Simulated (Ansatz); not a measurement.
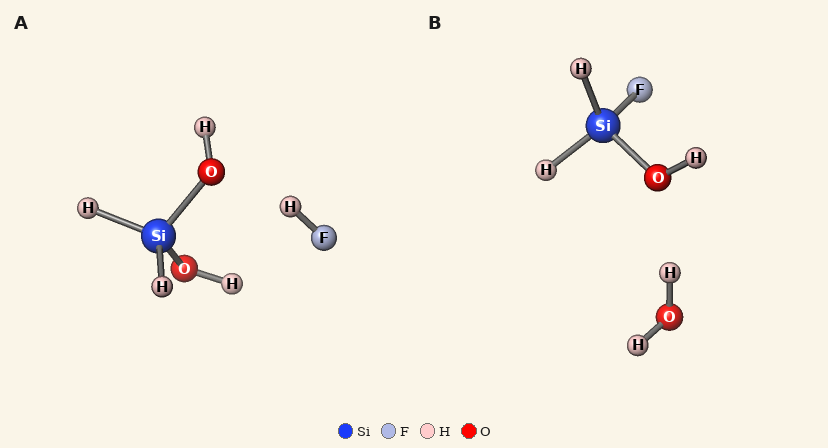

2 stationary structures of one formula. Geometries: PBE0-D4/def2-TZVP. Electronic energies: BLYP-D4/def2-TZVPP (Ansatz 0.2.0), without zero-point energy. Each is one conformer, not always the lowest.

Question: Which structure is the most stable?

Answer: B is lowest (a minimum); A lies 0.203 eV above it (a minimum).
